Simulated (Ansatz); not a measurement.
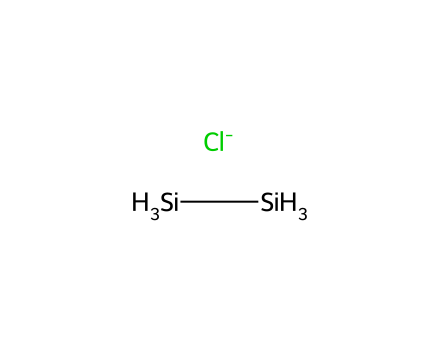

The drawing above gives the connectivity. Charge −1, singlet. The computed structure is the end point of a PBE-D4/def2-SVPD optimisation. No frequency run is at hand to confirm it as a minimum.

What does the molecule look like in three dimensions?

Formula ClH6Si2(-). Its SMILES string is `[Cl-].[SiH3][SiH3]`. Judged by distances it falls into 2 fragments: Cl, Si2H6. It has no ring. Among its groups: Si–H bond. Coordination: 2 Si tetrahedral.

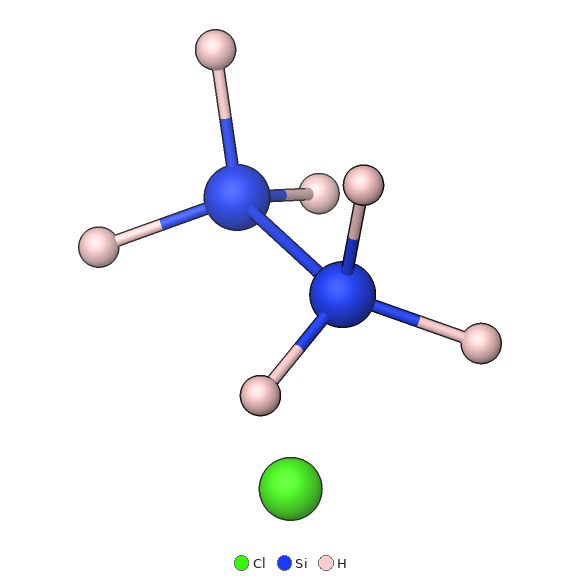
